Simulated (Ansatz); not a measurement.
# WH₄Cl₂O: geometry relaxation (part 1 of 2)

- system: WH₄Cl₂O
- method: RKS B3LYP-D4/def2-SVP (Ansatz 0.2.0)

The input holds or restrains some coordinates. Forces given for the steps count only the free coordinates. It belongs to a series of runs on one base structure; here: pulled along the bonds that form and break, towards end B. Figures and captions count atoms from 1; the log counts them from 0 in places.

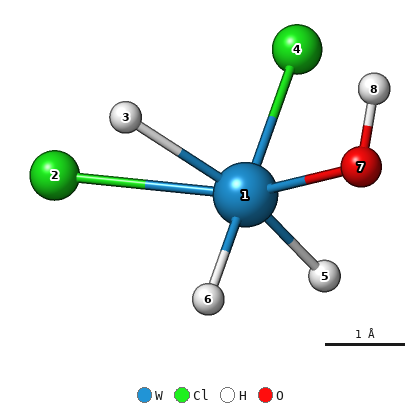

Figure 1. The structure as given in the input (ball-and-stick view, seen at a tilt; atoms are numbered from 1 in the order of the input). Sticks mark near contacts.

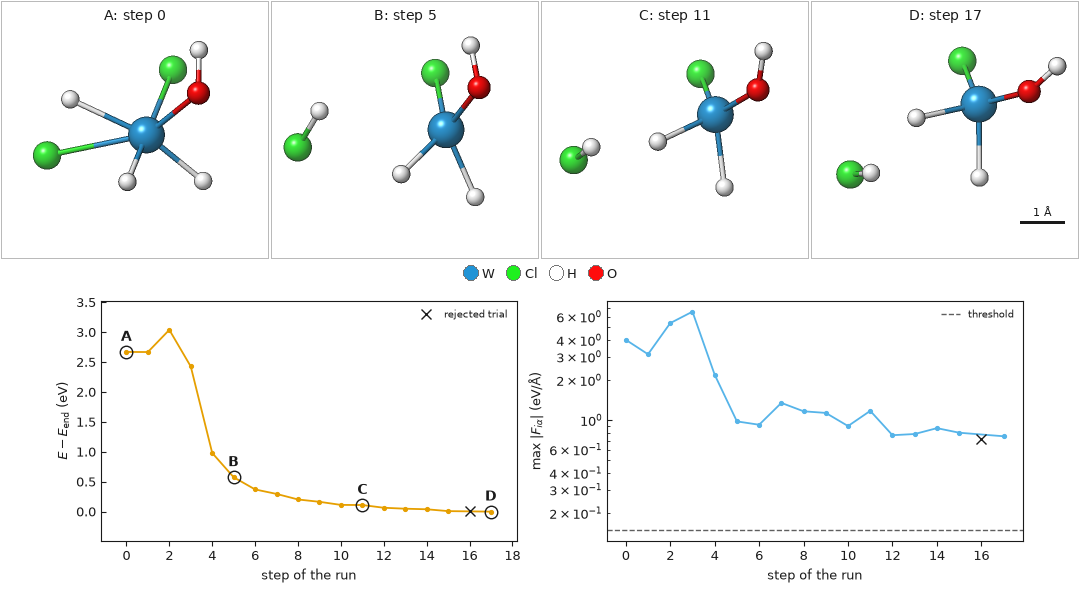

Figure 2. Frames of the restrained relaxation (ball-and-stick view, seen at a tilt) above the curves, on which the letters mark them (the first geometry is step 0 here and step 1 in the log).

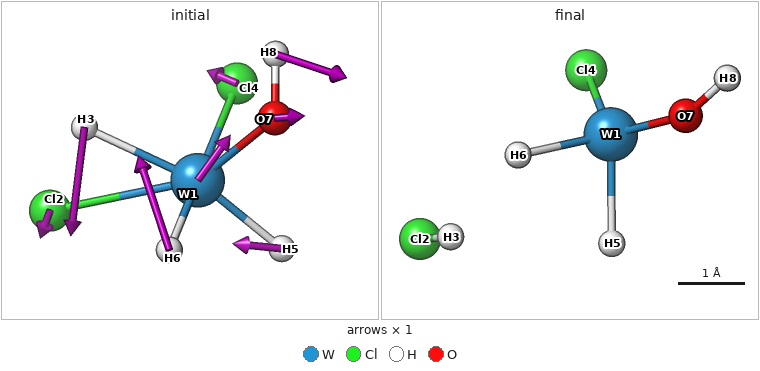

Figure 3. Before (left) and after (right) the restrained relaxation, at one scale (ball-and-stick view, seen at a tilt). The pink arrows give the displacements, at true length. The largest move after the best rigid fit is that of H3, 1.71 Å. Largest moves by element: H 1.71 Å, W 0.87 Å, Cl 0.58 Å, O 0.49 Å. Among the contacts that change: W1–Cl2 2.590 → 3.596 Å, W1–H3 1.920 → 2.917 Å, Cl2–H3 1.867 → 1.337 Å, W1–Cl4 2.390 → 2.263 Å. New bonds form: Cl2–H3 (1.87 → 1.34 Å). Bonds break: W1–Cl2 (2.59 → 3.60 Å), W1–H3 (1.92 → 2.92 Å). Among the angles that change: Cl4–W1–H6 180.0° → 112.8°, Cl4–W1–O7 90.0° → 135.2°, W1–O7–H8 109.5° → 148.7°. Over 17 geometry steps the energy falls by 2.670 eV. The largest force component goes from 4 to 0.76 eV/Å. The line search rejected the trial step at point 16 (counted from 0) and went back. (Atoms are counted from 1 in the order of the input.)

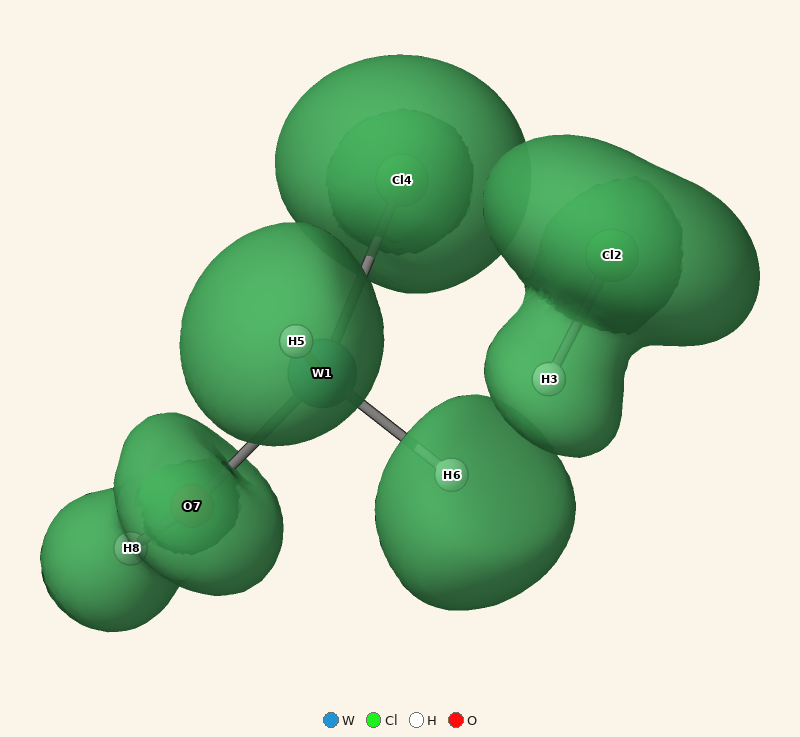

Figure 4. Isosurface of the ELF at 0.75 (green), seen at an oblique angle. Only the valence region is drawn (cores and ρ < 0.01 e/Å³ removed). Along the contacts the grid gives the following. W–O (1.82 Å): the ELF peaks at about 0.85 in the valence shell of O, 0.5 Å from its nucleus, and drops to about 0.30 between the two atoms.

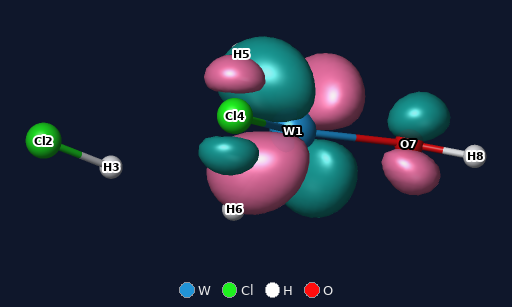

Figure 5. One frontier orbital at ±0.2 Å⁻³ᐟ² (teal and pink are the two phases), seen from the side. The LUMO, at −2.56 eV. Its weight (Hirshfeld) is mainly on W1 (70 %), Cl4 (10 %) and O7 (10 %).

The input and output of the run follow.

The input
```yaml
crystal:
  periodic: [false, false, false]
  atoms:
    - { symbol: W, position_ang: [0.0, 0.0, 0.0] }
    - { symbol: Cl, position_ang: [1.1194, 0.0, 2.3356] }
    - { symbol: H, position_ang: [1.8219, 0.0, 0.6057] }
    - { symbol: Cl, position_ang: [0.0, 2.39, 0.0] }
    - { symbol: H, position_ang: [-1.72, 0.0, 0.0] }
    - { symbol: H, position_ang: [0.0, -1.72, 0.0] }
    - { symbol: O, position_ang: [0.0, 0.0, -1.94] }
    - { symbol: H, position_ang: [0.5278, 0.7924, -2.2771] }
basis:
  gaussian: { orbitals: def2-SVP }
hamiltonian:
  xc: b3lyp
  dispersion: d4
relax:
  f_tol: 0.15
  max_steps: 25
  restrain:
    - { distance: [1, 2], at: 1.37, k: 30.0 }
    - { distance: [0, 1], at: 3.59, k: 30.0 }
    - { distance: [0, 2], at: 2.92, k: 30.0 }
output:
  orbitals: {}
```

Launched with:
```bash
ansatz run input.yaml --threads 2 --pin off --max-ram 3072MiB --backend cpu --events-out ev --progress --plain --runs-dir out
```

The program's output
```
The last accepted step is kept in [file] (removed where the run ends without a failure and the disk answers)
Engine: ansatz 0.2.0, x86_64-unknown-linux-gnu
Functional definition: B3LYP
  parameter a0 = 0.2
  parameter ax = 0.72
  parameter ac = 0.81
  exchange = (1 - a0 - ax)*slater_x + ax*b88_x + a0*exact_x
  correlation = (1 - ac)*vwn_rpa_c + ac*lyp_c
1059 factors; integrals over basis functions are off by at most 3.4e-4 eV
mean field evaluation 1: about -28964.4196 eV, gradient 6.1e1 eV
mean field evaluation 2: about -28782.3741 eV, gradient 2.6e2 eV
mean field evaluation 4: about -28971.1655 eV, gradient 2.4e1 eV
mean field evaluation 8: about -28972.9447 eV, gradient 1.1e0 eV
mean field evaluation 16: about -28973.0016 eV, gradient 9.0e-3 eV
mean field evaluation 32: about -28973.0017 eV, gradient 2.4e-5 eV
mean field -28973.00165040 eV, -1064.7381720462 hartree, gradient 2.4e-5 eV, S^2 0.000000; 2 other end points of the search recorded, 0 dependent functions left out
the calculation of the forces begins
reference -28973.00195785 eV, -1064.7381833448 hartree; 30, 30 occupied and 72, 72 virtual orbitals, 1059 factors
relax step   1: F+E_penalty+E_count = -28973.36300882 eV  Δ(F+E_penalty+E_count) = +0.000e0 eV  max|allowed force component| = 4.020e0 eV/Å  E_restraint = 33.70833614 eV  max|allowed force component, restraints' pulls added| = 3.997e1 eV/Å  Δτ_max = 0.0000 Å  (67 SCF iters, accepted)
  distance Cl 1 - H 2 = 1.8671 Å
  distance W 0 - Cl 1 = 2.5900 Å
  distance W 0 - H 2 = 1.9199 Å
these checks for a lower state are left out or cut short: starts, cluster_reference, orbital_swaps, neighbouring_geometries, increment
1059 factors; integrals over basis functions are off by at most 3.8e-4 eV
mean field -28972.99709804 eV, -1064.7380047500 hartree, gradient 2.6e-5 eV, S^2 0.000000; 0 other end points of the search recorded, 0 dependent functions left out
[... from here on the field's lines of each further geometry are left out, up to the last ...]
relax step   2: F+E_penalty+E_count = -28973.36453631 eV  Δ(F+E_penalty+E_count) = -1.527e-3 eV  max|allowed force component| = 3.130e0 eV/Å  E_restraint = 19.13522977 eV  max|allowed force component, restraints' pulls added| = 2.891e1 eV/Å  Δτ_max = 0.1951 Å  (56 SCF iters, accepted)
relax step   3: F+E_penalty+E_count = -28972.99354412 eV  Δ(F+E_penalty+E_count) = +3.710e-1 eV  max|allowed force component| = 5.367e0 eV/Å  E_restraint = 7.96895702 eV  max|allowed force component, restraints' pulls added| = 1.679e1 eV/Å  Δτ_max = 0.1949 Å  (54 SCF iters, accepted)
relax step   4: F+E_penalty+E_count = -28973.60628964 eV  Δ(F+E_penalty+E_count) = -6.127e-1 eV  max|allowed force component| = 6.541e0 eV/Å  E_restraint = 1.52736313 eV  max|allowed force component, restraints' pulls added| = 8.456e0 eV/Å  Δτ_max = 0.1949 Å  (49 SCF iters, accepted)
relax step   5: F+E_penalty+E_count = -28975.05236042 eV  Δ(F+E_penalty+E_count) = -1.446e0 eV  max|allowed force component| = 2.195e0 eV/Å  E_restraint = 0.09047442 eV  max|allowed force component, restraints' pulls added| = 2.328e0 eV/Å  Δτ_max = 0.1918 Å  (43 SCF iters, accepted)
relax step   6: F+E_penalty+E_count = -28975.45797445 eV  Δ(F+E_penalty+E_count) = -4.056e-1 eV  max|allowed force component| = 9.793e-1 eV/Å  E_restraint = 0.01770412 eV  max|allowed force component, restraints' pulls added| = 7.963e-1 eV/Å  Δτ_max = 0.1946 Å  (44 SCF iters, accepted)
relax step   7: F+E_penalty+E_count = -28975.66192408 eV  Δ(F+E_penalty+E_count) = -2.039e-1 eV  max|allowed force component| = 9.242e-1 eV/Å  E_restraint = 0.03721800 eV  max|allowed force component, restraints' pulls added| = 1.240e0 eV/Å  Δτ_max = 0.1949 Å  (45 SCF iters, accepted)
relax step   8: F+E_penalty+E_count = -28975.73686489 eV  Δ(F+E_penalty+E_count) = -7.494e-2 eV  max|allowed force component| = 1.349e0 eV/Å  E_restraint = 0.01134942 eV  max|allowed force component, restraints' pulls added| = 1.349e0 eV/Å  Δτ_max = 0.1934 Å  (43 SCF iters, accepted)
relax step   9: F+E_penalty+E_count = -28975.82969602 eV  Δ(F+E_penalty+E_count) = -9.283e-2 eV  max|allowed force component| = 1.166e0 eV/Å  E_restraint = 0.03174388 eV  max|allowed force component, restraints' pulls added| = 1.166e0 eV/Å  Δτ_max = 0.1387 Å  (39 SCF iters, accepted)
relax step  10: F+E_penalty+E_count = -28975.86867180 eV  Δ(F+E_penalty+E_count) = -3.898e-2 eV  max|allowed force component| = 1.134e0 eV/Å  E_restraint = 0.01076792 eV  max|allowed force component, restraints' pulls added| = 7.947e-1 eV/Å  Δτ_max = 0.1943 Å  (38 SCF iters, accepted)
relax step  11: F+E_penalty+E_count = -28975.92054016 eV  Δ(F+E_penalty+E_count) = -5.187e-2 eV  max|allowed force component| = 9.036e-1 eV/Å  E_restraint = 0.01850467 eV  max|allowed force component, restraints' pulls added| = 4.263e-1 eV/Å  Δτ_max = 0.1948 Å  (38 SCF iters, accepted)
relax step  12: F+E_penalty+E_count = -28975.92253661 eV  Δ(F+E_penalty+E_count) = -1.996e-3 eV  max|allowed force component| = 1.175e0 eV/Å  E_restraint = 0.00333238 eV  max|allowed force component, restraints' pulls added| = 9.465e-1 eV/Å  Δτ_max = 0.1954 Å  (37 SCF iters, accepted)
relax step  13: F+E_penalty+E_count = -28975.96814001 eV  Δ(F+E_penalty+E_count) = -4.560e-2 eV  max|allowed force component| = 7.711e-1 eV/Å  E_restraint = 0.01949703 eV  max|allowed force component, restraints' pulls added| = 7.711e-1 eV/Å  Δτ_max = 0.1916 Å  (40 SCF iters, accepted)
relax step  14: F+E_penalty+E_count = -28975.98408987 eV  Δ(F+E_penalty+E_count) = -1.595e-2 eV  max|allowed force component| = 7.872e-1 eV/Å  E_restraint = 0.01473873 eV  max|allowed force component, restraints' pulls added| = 3.281e-1 eV/Å  Δτ_max = 0.1796 Å  (38 SCF iters, accepted)
relax step  15: F+E_penalty+E_count = -28975.99349025 eV  Δ(F+E_penalty+E_count) = -9.400e-3 eV  max|allowed force component| = 8.713e-1 eV/Å  E_restraint = 0.01364987 eV  max|allowed force component, restraints' pulls added| = 7.562e-1 eV/Å  Δτ_max = 0.1944 Å  (38 SCF iters, accepted)
relax step  16: F+E_penalty+E_count = -28976.02428014 eV  Δ(F+E_penalty+E_count) = -3.079e-2 eV  max|allowed force component| = 8.052e-1 eV/Å  E_restraint = 0.01477971 eV  max|allowed force component, restraints' pulls added| = 2.782e-1 eV/Å  Δτ_max = 0.1994 Å  (36 SCF iters, accepted)
relax step  17: F+E_penalty+E_count = -28976.02015445 eV  Δ(F+E_penalty+E_count) = +4.126e-3 eV  max|allowed force component| = 7.250e-1 eV/Å  E_restraint = 0.01708498 eV  max|allowed force component, restraints' pulls added| = 3.321e-1 eV/Å  Δτ_max = 0.1141 Å  (39 SCF iters, rejected (line search))
the calculation of the forces begins
reference -28975.70529274 eV, -1064.8375290699 hartree; 30, 30 occupied and 72, 72 virtual orbitals, 1060 factors
relax step  18: F+E_penalty+E_count = -28976.03301410 eV  Δ(F+E_penalty+E_count) = -8.734e-3 eV  max|allowed force component| = 7.571e-1 eV/Å  E_restraint = 0.01691038 eV  max|allowed force component, restraints' pulls added| = 8.483e-2 eV/Å  Δτ_max = 0.0551 Å  (41 SCF iters, accepted)
  distance Cl 1 - H 2 = 1.3370 Å
  distance W 0 - Cl 1 = 3.5959 Å
  distance W 0 - H 2 = 2.9175 Å
1060 factors; integrals over basis functions are off by at most 1.1e-3 eV
mean field -28975.70499759 eV, -1064.8375182232 hartree, gradient 1.2e-5 eV, S^2 0.000000; 1 other end points of the search recorded, 0 dependent functions left out
the calculation of the forces begins
reference -28975.70529274 eV, -1064.8375290699 hartree; 30, 30 occupied and 72, 72 virtual orbitals, 1060 factors
Total energy: -28976.03330925 eV, -1064.8495834541 hartree
Atom 0 at    -0.010942     0.575160    -0.628761 Å, force    -0.016048    -0.089721    -0.129234 eV/Å
Atom 1 at     0.948348    -0.090309     2.772341 Å, force     0.098925    -0.627121    -0.660132 eV/Å
Atom 2 at     1.029116    -0.864923     1.685537 Å, force    -0.091195     0.633194     0.757142 eV/Å
Atom 3 at     0.125398     2.598007     0.375605 Å, force     0.007680     0.033814     0.036449 eV/Å
Atom 4 at    -0.971262    -0.462492     0.282165 Å, force    -0.000515     0.025625    -0.011996 eV/Å
Atom 5 at     1.214678    -0.479234    -0.142541 Å, force     0.010493     0.026357     0.006289 eV/Å
Atom 6 at    -0.272909    -0.007930    -2.337709 Å, force     0.013062     0.037097    -0.076398 eV/Å
Atom 7 at    -0.313326     0.194121    -3.282437 Å, force    -0.022401    -0.039246     0.077880 eV/Å
Dipole moment:    -0.072882     0.062100    -0.918587 e Å
```
